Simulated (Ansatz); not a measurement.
# NaVS3 (model cell, started as cubic perovskite with V in the octahedra): a soft mode frozen in, part 2 of 3

Which phase does NaVS3 (model cell, started as cubic perovskite with V in the octahedra) fall into along its unstable mode, and how much energy does it gain?

Ansatz 0.2.0; DFT PBEsol, scalar-relativistic, plane waves, PAW; PAW set soft_1.

So far, highest frequency on the path or at a solved wavevector (cm⁻¹): step 2 (the dispersion) 454. Also lowest frequency on the path (cm⁻¹): step 2 -216.

The structure was built from a prototype and need not be the compound's stable phase.

### 3. The mode frozen in, largest atomic shift 0 Å

The mode followed lies at q = (-0.5, -0.5, -0.5) with frequency 216.2i cm⁻¹ and is 2-fold degenerate, the softest among the wavevectors solved. At small amplitude the distorted cell has space group no. 139 by a symmetry search on the positions. The undistorted cell that holds it gives the zero of energy on the same k mesh.

System of this step: NaVS3 (model cell, started as cubic perovskite with V in the octahedra). The structure is cubic, space group Pm-3m (No. 221). The conventional cell has a = 4.568 Å, b = 4.568 Å, c = 4.568 Å, α = 90.00°, β = 90.00°, γ = 90.00°. Nearest to Na lie 12 S at 3.23 Å. Nearest to V lie 6 S at 2.28 Å. Nearest to S lie 2 V at 2.28 Å and 4 Na at 3.23 Å. Farther neighbours and most contacts between anions are not listed.

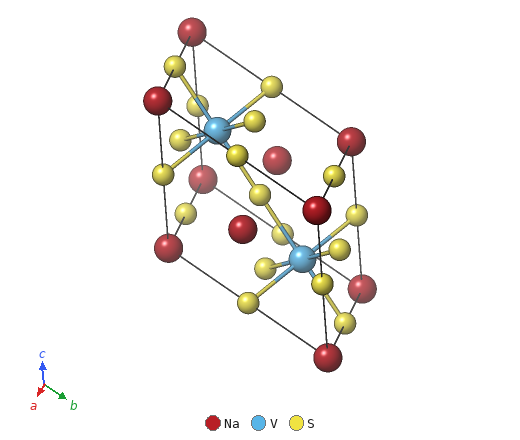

The cell of this step (sodium red, vanadium blue, sulfur yellow). Some periodic images of atoms are drawn too.

The input, input.yaml:

```yaml
crystal:
  lattice:
    - [4.5683033595, 4.5683033595, 0.0]
    - [4.5683033595, 0.0, 4.5683033595]
    - [4.5683033595, 0.0, -4.5683033595]
  atoms:
    - { symbol: Na, position: [0.0, 0.0, 0.0] }
    - { symbol: Na, position: [0.0, 0.5, 0.5] }
    - { symbol: V, position: [0.5, 0.25, 0.75] }
    - { symbol: V, position: [0.5, 0.75, 0.25] }
    - { symbol: S, position: [0.5, 0.0, 0.0] }
    - { symbol: S, position: [0.5, 0.5, 0.5] }
    - { symbol: S, position: [0.0, 0.5, 0.0] }
    - { symbol: S, position: [0.0, 0.0, 0.5] }
    - { symbol: S, position: [0.5, 0.0, 0.5] }
    - { symbol: S, position: [0.5, 0.5, 0.0] }
kpoints:
  mp_grid: { grid: [8, 8, 8] }
hamiltonian:
  xc: pbesol
  pseudopotentials: { kind: paw, azcp: { folder: soft_1 }, xc_functional: pbe }
scf:
  occupations: { method: methfessel_paxton, width: 0.2 }
output:
  forces: true
  stress: true
  eigenvalues: true
```

The run is started by

```
> ansatz run input.yaml --threads 8 --pin off --max-ram 16384MiB --backend cpu --events-out ev --progress --plain --runs-dir out
```

Numbers of over 12 decimals in the logs are rounded to 6 here.

The log of the run:

```text
[...]
Crystal: 10 atoms, lattice volume = 190.675 Å³
Basis set: ecut = 420 eV, 3719 PW (Γ), exchange–correlation on 90×90×90 points (8 copies of the dense FFT grid, shifted against one another)
Bands: 50, of which v1, the nominal top of the filled ones, is band 40 counted from 1 (39 counted from 0)
Symmetry: 96 space group operations
[...]
k-points: 29 of 512
[...]
k-point 0: bands = [... 36 lower, 5.7604, 6.4706, 6.4706, 6.4706, 7.2411, 7.2411, 7.2411, 7.2437, ... 6 higher]
  k-point 1: bands = [... 36 lower, 6.0589, 6.3609, 6.3609, 6.5353, 7.0960, 7.0960, 7.1562, 7.5802, ... 6 higher]
  k-point 2: bands = [... 36 lower, 5.8769, 6.6820, 6.6859, 6.6859, 6.7300, 6.7300, 6.9287, 7.5821, ... 6 higher]
  k-point 28: bands = [... 36 lower, 5.1027, 5.1027, 6.1895, 6.1895, 7.3391, 7.3391, 7.7672, 7.7672, ... 6 higher]
[key lines of the parts left out:]
SCF converged after 10 iterations
Free energy (F): -14038.315895 eV
Fermi energy:    6.793753 eV
P = ⅓ Tr σ = 0.0138 GPa (0.138 kbar)
```

The job ended after 2 s (8 threads of Arm Neoverse V2, shared host; peak memory 0.81 GiB; 14 s of CPU time).

This step gave:

* pressure: 0.01385 GPa
* energy from the undistorted cell: 0 meV/atom

The run ends at a pressure of 0.01 GPa.

### 4. The mode frozen in, largest atomic shift 0.08 Å

The atoms are moved along the unstable eigenvector, the largest shift by 0.08 Å, with the cell fixed.

input.yaml, the sections that differ from step 3:

```yaml
crystal:
  lattice:
    - [4.5683033595, 4.5683033595, 0.0]
    - [4.5683033595, 0.0, 4.5683033595]
    - [4.5683033595, 0.0, -4.5683033595]
  atoms:
    - { symbol: Na, position: [0.0, 0.0, 0.0] }
    - { symbol: Na, position: [0.0, 0.5, 0.5] }
    - { symbol: V, position: [0.5, 0.25, 0.75] }
    - { symbol: V, position: [0.5, 0.75, 0.25] }
    - { symbol: S, position: [0.5, 0.004377993, -0.004377993] }
    - { symbol: S, position: [0.5, 0.495622007, 0.504377993] }
    - { symbol: S, position: [-0.0175119719, 0.5087559859, 0.0087559859] }
    - { symbol: S, position: [0.0175119719, -0.0087559859, 0.4912440141] }
    - { symbol: S, position: [0.5, 0.004377993, 0.504377993] }
    - { symbol: S, position: [0.5, 0.495622007, -0.004377993] }
# kpoints, hamiltonian, scf, output: as in step 3
```

The log of the run:

```text
[...]
Crystal: 10 atoms, lattice volume = 190.675 Å³
Basis set: ecut = 420 eV, 3719 PW (Γ), exchange–correlation on 90×90×90 points (8 copies of the dense FFT grid, shifted against one another)
Bands: 50, of which v1, the nominal top of the filled ones, is band 40 counted from 1 (39 counted from 0)
Symmetry: 16 space group operations
[...]
k-points: 59 of 512
[...]
k-point 0: bands = [... 36 lower, 5.7723, 6.4742, 6.4847, 6.4847, 7.2289, 7.2539, 7.2613, 7.3014, ... 6 higher]
  k-point 1: bands = [... 36 lower, 6.0506, 6.3343, 6.3493, 6.5199, 7.1284, 7.1740, 7.2170, 7.5690, ... 6 higher]
  k-point 2: bands = [... 36 lower, 5.8903, 6.4909, 6.5339, 6.6963, 6.8087, 6.9334, 7.0400, 7.5911, ... 6 higher]
  k-point 58: bands = [... 36 lower, 4.9265, 5.8107, 6.2052, 6.2052, 7.2213, 7.2900, 7.7415, 7.9265, ... 6 higher]
[key lines of the parts left out:]
SCF converged after 10 iterations
Free energy (F): -14038.324964 eV
Fermi energy:    6.818780 eV
P = ⅓ Tr σ = 0.4611 GPa (4.611 kbar)
```

It took 4 s on 8 threads; peak memory 0.95 GiB; 30 s of CPU time.

Numbers from this step:

| Quantity | Value |
| --- | --- |
| pressure | 0.4611 GPa |
| energy from the undistorted cell | -1.494 meV/atom |

The energy, extrapolated to zero smearing, is -1.49 meV/atom against the undistorted cell.

The run ends at a pressure of 0.46 GPa, with forces up to 0.12 eV/Å.

### 5. Energy along the mode, all amplitudes (two of the runs are shown above)

An imaginary frequency means negative curvature, so the energy should fall and then rise again as anharmonic terms take over.

This step gave:

```
depth at the lowest point sampled  : 1.494 meV/atom
largest atomic shift at that point : 0.08 Å
```

Energy from the parent against largest atomic shift:

| largest atomic shift (Å) | energy from the parent (meV/atom) |
| --- | --- |
| 0.0000 | 0 |
| 0.0400 | -0.999 |
| 0.0800 | -1.49 |
| 0.1400 | 7.17 |

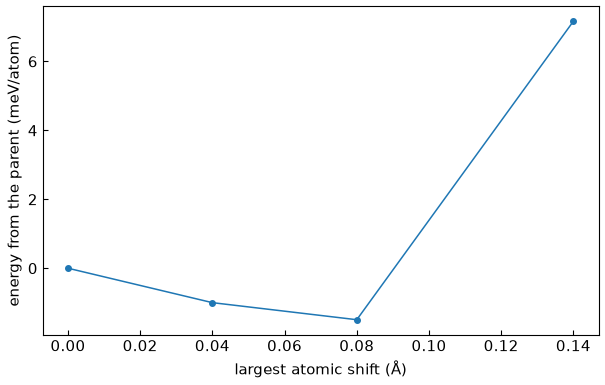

Energy from the parent against largest atomic shift.

Displacement at unit largest shift by atom:

| atom | x (Å) | y (Å) | z (Å) | size |
| --- | --- | --- | --- | --- |
| Na1 | 0.00 | 0.00 | 0.00 | 0.00 |
| Na2 | 0.00 | 0.00 | 0.00 | 0.00 |
| V3 | 0.00 | 0.00 | 0.00 | 0.00 |
| V4 | 0.00 | 0.00 | 0.00 | 0.00 |
| S5 | 0.00 | 0.00 | 0.50 | 0.50 |
| S6 | 0.00 | 0.00 | -0.50 | 0.50 |
| S7 | 0.00 | -1.00 | 0.00 | 1.00 |
| S8 | 0.00 | 1.00 | 0.00 | 1.00 |
| S9 | 0.50 | 0.00 | 0.00 | 0.50 |
| S10 | -0.50 | 0.00 | 0.00 | 0.50 |

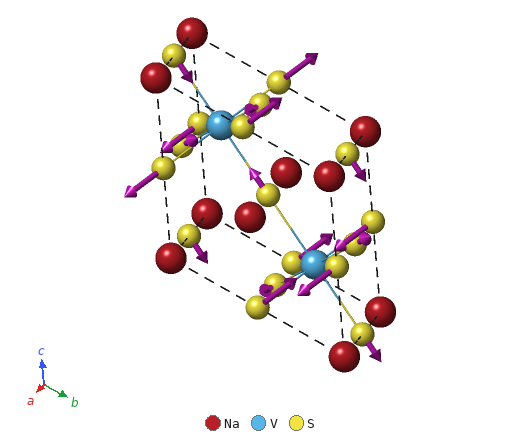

Displacement at unit largest shift as arrows, the longest 1 Å. Some periodic images of atoms are drawn too.

The lowest of the steps tried is at 0.08 Å, 1.49 meV/atom below the parent; the bottom of the well need not coincide with a step.

### 6. Relaxation from the frozen mode

Starting from the lowest point found, all atoms and the cell are let go, so that strain and other modes of the same symmetry can join in.

input.yaml, as its differences from that of step 4:

```diff
@@ -27 +27,6 @@
   eigenvalues: true
+relax:
+  adjacent_minimum: "off"
+  f_tol: 0.002
+  max_steps: 120
+  cell: { stress_tol: 0.03 }
```

The log of the run:

```text
[...]
Crystal: 10 atoms, lattice volume = 190.675 Å³
Basis set: ecut = 420 eV, 3719 PW (Γ), exchange–correlation on 90×90×90 points (8 copies of the dense FFT grid, shifted against one another)
Bands: 50, of which v1, the nominal top of the filled ones, is band 40 counted from 1 (39 counted from 0)
Symmetry: 16 space group operations
[...]
k-points: 59 of 512
[...]
SCF iter   1: F=—  HF=-14041.020541 eV  |F-HF|=—  |Δ(HF+E_count)|=         —  Δρ=9.49e-2  dr2=2.80e1  ethr=3.10e-3  ⟨swp⟩=8.2  Hψ=12206  notcnv=0
[...]
SCF iter  10: F=-14038.324964 eV  HF=-14038.324964 eV  |F-HF|=6.54e-9  |Δ(HF+E_count)|=   4.39e-8  S|Δr|=    0.00e0  Δρ=3.89e-6  dr2=2.34e-8  ethr=1.25e-10  ⟨swp⟩=5.4  Hψ=13032  notcnv=0
SCF 1 converged in 10 iterations: F = -14038.324964 eV  dr2 = 2.34e-8
[...]
relax step   1: F+E_penalty+E_count = -14038.32496360 eV  Δ(F+E_penalty+E_count) = +0.000e0 eV  max|allowed force component| = 1.189e-1 eV/Å  Δτ_max = 0.0000 Å  P = +0.461 GPa  Ω = 190.675 Å³  (10 SCF iters, dr2 threshold 1.00e-7 eV, accepted)
Crystal: 10 atoms, lattice volume = 191.434 Å³
[...]
SCF iter   5: F=-14038.327044 eV  HF=-14038.327044 eV  |F-HF|=2.56e-7  |Δ(HF+E_count)|=   1.03e-7  S|Δr|=    0.00e0  Δρ=1.37e-5  dr2=7.08e-7  ethr=1.25e-9  ⟨swp⟩=6.0  Hψ=11762  notcnv=0
SCF 2 converged in 5 iterations: F = -14038.327044 eV  dr2 = 7.08e-7
relax step   2: F+E_penalty+E_count = -14038.32704393 eV  Δ(F+E_penalty+E_count) = -2.080e-3 eV  max|allowed force component| = 6.495e-2 eV/Å  Δτ_max = 0.0032 Å  P = +0.100 GPa  Ω = 191.434 Å³  energy of the carried Pulay correction = -2.387e-4 eV  (5 SCF iters, dr2 threshold 1.00e-6 eV, accepted)
Crystal: 10 atoms, lattice volume = 191.651 Å³
[...]
SCF iter   6: F=-14038.327672 eV  HF=-14038.327672 eV  |F-HF|=1.54e-8  |Δ(HF+E_count)|=   2.93e-8  S|Δr|=    0.00e0  Δρ=3.15e-6  dr2=4.50e-8  ethr=3.30e-10  ⟨swp⟩=4.0  Hψ=9335  notcnv=0
SCF 3 converged in 6 iterations: F = -14038.327672 eV  dr2 = 4.50e-8
relax step   3: F+E_penalty+E_count = -14038.32767165 eV  Δ(F+E_penalty+E_count) = -6.277e-4 eV  max|allowed force component| = 2.435e-2 eV/Å  Δτ_max = 0.0042 Å  P = -0.038 GPa  Ω = 191.651 Å³  energy of the carried Pulay correction = -3.070e-4 eV  (6 SCF iters, dr2 threshold 2.64e-7 eV, accepted)
[...]
relax step   4: F+E_penalty+E_count = -14038.32785361 eV  Δ(F+E_penalty+E_count) = -1.820e-4 eV  max|allowed force component| = 4.601e-3 eV/Å  Δτ_max = 0.0029 Å  P = -0.022 GPa  Ω = 191.544 Å³  energy of the carried Pulay correction = -2.734e-4 eV  (6 SCF iters, dr2 threshold 3.71e-8 eV, accepted)
[...]
relax step   5: F+E_penalty+E_count = -14038.32789271 eV  Δ(F+E_penalty+E_count) = -3.910e-5 eV  max|allowed force component| = 2.938e-3 eV/Å  Δτ_max = 0.0010 Å  P = -0.002 GPa  Ω = 191.472 Å³  energy of the carried Pulay correction = -2.508e-4 eV  (5 SCF iters, dr2 threshold 3.02e-9 eV, accepted)
[...]
relax step   6: F+E_penalty+E_count = -14038.32789629 eV  Δ(F+E_penalty+E_count) = -3.573e-6 eV  max|allowed force component| = 2.332e-5 eV/Å  Δτ_max = 0.0002 Å  P = +0.000 GPa  Ω = 191.465 Å³  energy of the carried Pulay correction = -2.484e-4 eV  (4 SCF iters, dr2 threshold 5.39e-10 eV, accepted)
[...]
SCF iter   6: F=-14038.328141 eV  HF=-14038.328141 eV  |F-HF|=1.27e-11  |Δ(HF+E_count)|=  7.28e-12  S|Δr|=    0.00e0  Δρ=8.45e-8  dr2=2.12e-11  ethr=1.00e-12  ⟨swp⟩=6.1  Hψ=11127  notcnv=0
SCF 7 converged in 6 iterations: F = -14038.328141 eV  dr2 = 2.12e-11
relax step   7: F+E_penalty+E_count = -14038.32814067 eV  Δ(F+E_penalty+E_count) = -2.444e-4 eV  max|allowed force component| = 4.695e-5 eV/Å  Δτ_max = 0.0000 Å  P = +0.001 GPa  Ω = 191.465 Å³  stress off target by 1.28e-3 GPa  SCF on the basis re-selected at this cell (its energy is not comparable with the rows above)  (6 SCF iters)
basis re-selected at this cell: Δ(F+E_penalty+E_count) = -2.444e-4 eV, ΔP = +0.000 GPa vs the last step (what re-selecting the basis moved, of the pressure what is left beyond the Pulay correction that the steps carried, after the strain that the cell walked since its last selection, with what the two solves' SCF thresholds leave and, on support functions, any second-order correction that the steps lacked; it is no m [...]
SCF converged after 6 iterations
[...]
Free energy (F): -14038.328141 eV
[...]
Internal energy: -14038.354900 eV  (E = F + TS)
E sigma→0 (E₀):  -14038.334831 eV
Entropy (-TS):   0.026759 eV (2.676 meV/atom)
Fermi energy:    6.761063 eV
[...]
--- Forces (eV/Å), atoms counted from 1 ---
  atom   1  Na     0.00000000     0.00000000     0.00000000
  atom   2  Na     0.00000000     0.00000000    -0.00000000
  atom   3  V      0.00000000     0.00000000     0.00000000
  atom   4  V      0.00000000     0.00000000     0.00000000
  atom   5  S      0.00000000    -0.00000000     0.00001240
  atom   6  S     -0.00000000    -0.00000000    -0.00001240
  atom   7  S     -0.00000000     0.00004695     0.00000000
  atom   8  S      0.00000000    -0.00004695     0.00000000
  atom   9  S      0.00001240     0.00000000     0.00000000
  atom  10  S     -0.00001240     0.00000000     0.00000000
  max |Σ_I F_I| component: 3.44e-18 eV/Å
--- Stress (GPa, compression-positive) ---
        0.001279       0.000000       0.000000
        0.000000      -0.000456       0.000000
        0.000000       0.000000       0.001279
  P = ⅓ Tr σ = 0.0007 GPa (0.007 kbar)
--- Band table (eV; the first three rows and the last of 59) ---
  k-point 0: bands = [... 36 lower, 5.7230, 6.4189, 6.4271, 6.4271, 7.1723, 7.1960, 7.2054, 7.2271, ... 6 higher]
  k-point 1: bands = [... 36 lower, 6.0036, 6.2880, 6.3022, 6.4699, 7.0699, 7.0972, 7.1436, 7.5097, ... 6 higher]
  k-point 2: bands = [... 36 lower, 5.8382, 6.4678, 6.5096, 6.6434, 6.7490, 6.8461, 6.9591, 7.5320, ... 6 higher]
  k-point 58: bands = [... 36 lower, 4.8884, 5.7608, 6.1521, 6.1521, 7.1663, 7.2313, 7.6841, 7.8595, ... 6 higher]
--- Relaxed structure (6 steps of the walk, 6 accepted, 1 SCFs on fresh bases) ---
  F+E_penalty+E_count = -14038.32814067 eV   max|allowed force component| = 4.695e-5 eV/Å   (the final SCF, on the basis selected at the relaxed cell)
  cell:  # Å, volume = 191.4648 Å³
    - [4.571549, 4.580705, 0]
    - [4.571549, 0.0, 4.571549]
    - [4.571549, 0.0, -4.571549]
  atoms:
    - { symbol: Na, position: [0, 0, 0] }
    - { symbol: Na, position: [0, 0.5, 0.5] }
    - { symbol: V, position: [0.5, 0.25, 0.75] }
    - { symbol: V, position: [0.5, 0.75, 0.25] }
    - { symbol: S, position: [0.5, 0.00374643, -0.00374643] }
    - { symbol: S, position: [0.5, 0.496254, 0.503746] }
    - { symbol: S, position: [-0.014983, 0.507491, 0.00749134] }
    - { symbol: S, position: [0.014983, -0.00749134, 0.492509] }
    - { symbol: S, position: [0.5, 0.00374643, 0.503746] }
    - { symbol: S, position: [0.5, 0.496254, -0.00374643] }
```

Elapsed: 24 s, on 8 threads; peak memory 1 GiB.

Step by step:

| step | energy less that of the first step (eV) | largest force component (eV/Å) | pressure (GPa) | volume (Å³) |
| --- | --- | --- | --- | --- |
| 1 | 0.0000 | 0.1189 | 0.46 | 190.68 |
| 2 | -0.0021 | 0.0650 | 0.10 | 191.43 |
| 3 | -0.0027 | 0.0244 | -0.04 | 191.65 |
| 4 | -0.0029 | 0.0046 | -0.02 | 191.54 |
| 5 | -0.0029 | 0.0029 | 0.00 | 191.47 |
| 6 | -0.0029 | 0.0000 | 0.00 | 191.46 |
| 7* | -0.0032 | 0.0000 | 0.00 | 191.46 |

Relaxation steps marked * repeat the geometry before them on a plane-wave basis chosen anew for their cell, so energy and pressure can jump there.

The run keeps the 16 symmetry operations that it works with, so distortions that break them were not tested.

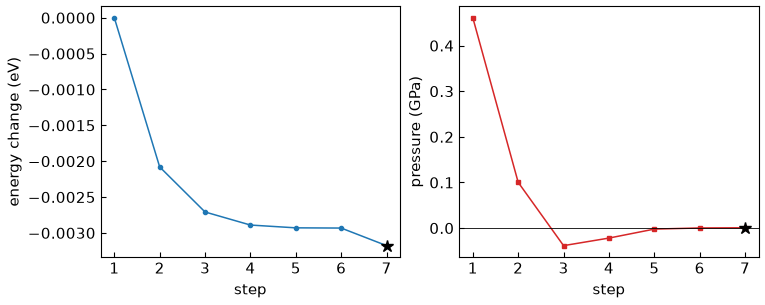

Energy and pressure along the relaxation. Stars mark steps on a basis chosen anew.

| conventional cell, symmetrised | before | after | change |
| --- | --- | --- | --- |
| a (Å) | 6.461 | 6.465 | +0.1 % |
| b (Å) | 6.461 | 6.465 | +0.1 % |
| c (Å) | 9.137 | 9.161 | +0.3 % |
| volume (Å³/atom) | 19.07 | 19.15 | +0.4 % |

The atoms that moved most (Å, as changes of fractional coordinates times the final cell):

| atom | dx | dy | dz | length |
| --- | --- | --- | --- | --- |
| S7 | 0.000 | 0.012 | 0.000 | 0.012 |
| S8 | 0.000 | -0.012 | 0.000 | 0.012 |
| S5 | 0.000 | 0.000 | -0.006 | 0.006 |
| S6 | 0.000 | 0.000 | 0.006 | 0.006 |
| S9 | -0.006 | 0.000 | 0.000 | 0.006 |
| S10 | 0.006 | 0.000 | 0.000 | 0.006 |

Numbers from this step:

```yaml
pressure: 7.01e-4 GPa
volume_per_atom: 19.15 Å³
```

The distorted start has space group I4/mmm; the relaxation ends in I4/mmm.

### 7. The new phase in its own primitive cell

The relaxed structure is symmetrised, reduced to its primitive cell and relaxed tightly, as its phonons need.

input.yaml, the sections that differ from step 6:

```yaml
crystal:
  lattice:
    - [-3.2325730806, 3.2325730806, 4.5807048443]
    - [3.2325730806, -3.2325730806, 4.5807048443]
    - [3.2325730806, 3.2325730806, -4.5807048443]
  atoms:
    - { symbol: Na, position: [0.75, 0.25, 0.5] }
    - { symbol: Na, position: [0.25, 0.75, 0.5] }
    - { symbol: V, position: [0.0, 0.0, 0.0] }
    - { symbol: V, position: [0.5, 0.5, 0.0] }
    - { symbol: S, position: [0.7537464294, 0.2462535706, 0.0] }
    - { symbol: S, position: [0.2462535706, 0.7537464294, 0.0] }
    - { symbol: S, position: [0.7425086579, 0.7425086579, 0.0] }
    - { symbol: S, position: [0.2574913421, 0.2574913421, 0.0] }
    - { symbol: S, position: [0.2462535706, 0.2462535706, 0.4925071412] }
    - { symbol: S, position: [0.7537464294, 0.7537464294, 0.5074928588] }
relax:
  adjacent_minimum: "off"
  f_tol: 0.001
  max_steps: 60
  cell: { stress_tol: 0.01 }
# kpoints, hamiltonian, scf, output: as in step 6
```

The log of the run:

```text
[...]
Crystal: 10 atoms, lattice volume = 191.465 Å³
Basis set: ecut = 420 eV, 3719 PW (Γ), exchange–correlation on 90×90×90 points (8 copies of the dense FFT grid, shifted against one another)
Bands: 50, of which v1, the nominal top of the filled ones, is band 40 counted from 1 (39 counted from 0)
Symmetry: 16 space group operations
[...]
k-points: 59 of 512
[...]
- { symbol: V, position: [0.0, 0.0, 0.0] }
    - { symbol: V, position: [0.5, 0.5, 0.0] }
    - { symbol: S, position: [0.7537464294, 0.246254, 0.0] }
    - { symbol: S, position: [0.246254, 0.7537464294, 0.0] }
    - { symbol: S, position: [0.742509, 0.742509, 0.0] }
    - { symbol: S, position: [0.257491, 0.257491, 0.0] }
    - { symbol: S, position: [0.2462535706, 0.2462535706, 0.4925071412] }
    - { symbol: S, position: [0.7537464294, 0.7537464294, 0.5074928588] }
[key lines of the parts left out:]
SCF converged after 7 iterations
Free energy (F): -14038.328141 eV
Fermi energy:    6.761062 eV
P = ⅓ Tr σ = 0.0007 GPa (0.007 kbar)
```

The job ended after 8.9 s (8 threads; peak memory 0.99 GiB).

Little changed from the start: no atom moved by 0.005 Å and no cell edge by 0.1 %.

The largest force component left is 0.048 meV/Å and the pressure is 0.001 GPa, within the tolerances set. The cell now holds 19.15 Å³/atom.

[end of part 2 of 3]

[Logs are printed without paths, hosts, clocks, repeated set-up lines and the standing remarks that a program may print on its own settings, such as how far it seeks lower states.]

[Hosts, paths, dates, database ids (printed as entryN), source tags and the programs' standing remarks are cut or masked in the printed files.]
